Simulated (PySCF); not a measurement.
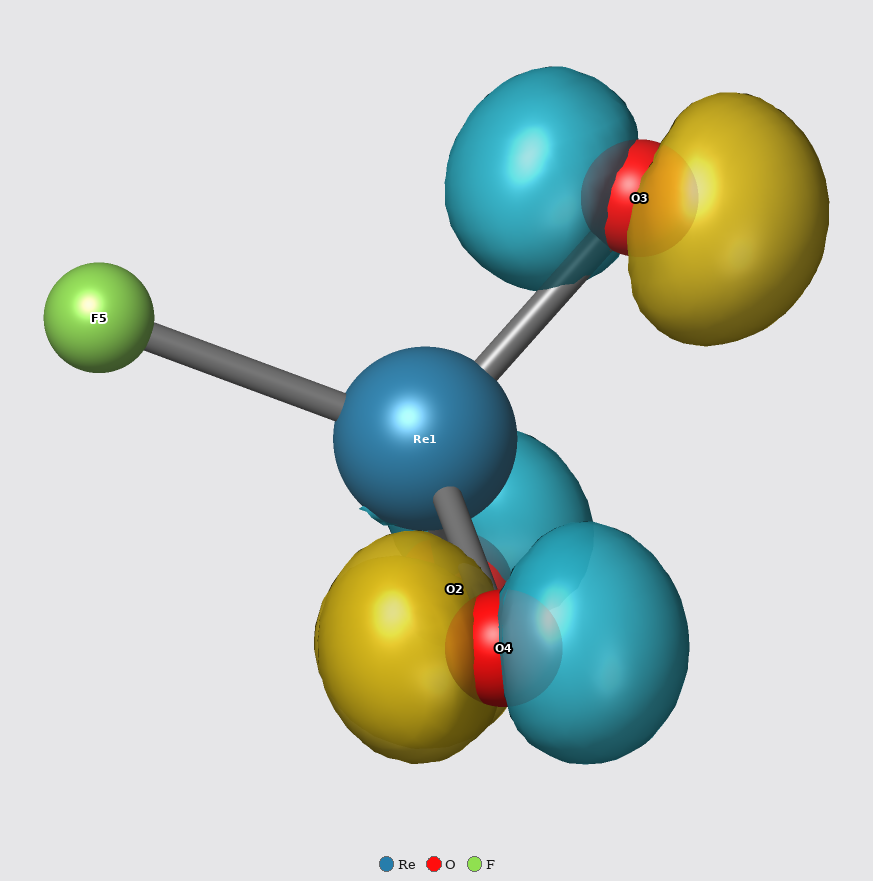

*FO$_{3}$Re. The HOMO−1 at ±0.2 Å⁻³ᐟ² (yellow and cyan are the two phases), seen at an oblique angle.*

Core potentials replace the inner electrons of Re.

Computed with RKS BP86, Re def2-SVP with ECP60, O def2-SVP, F def2-SVP; non-relativistic Hamiltonian with scalar-relativistic core potentials where named; density fitting in PySCF 2.14.0.

```xyz
5

Re   -0.0035    0.0035   -0.0035
O     1.0054    0.9557    1.0054
O    -0.9557   -1.0054    1.0054
O     1.0054   -1.0054   -0.9557
F    -1.0815    1.0815   -1.0815
```

### Describe this orbital and give its energy.

By Hirshfeld shares it lies mainly on O4 (about 35 %), O3 (about 35 %) and O2 (about 20 %); largely a combination of lone pairs on O4, O3 and O2. It is one of a degenerate set, so its orientation is arbitrary. Its energy is −8.89 eV.
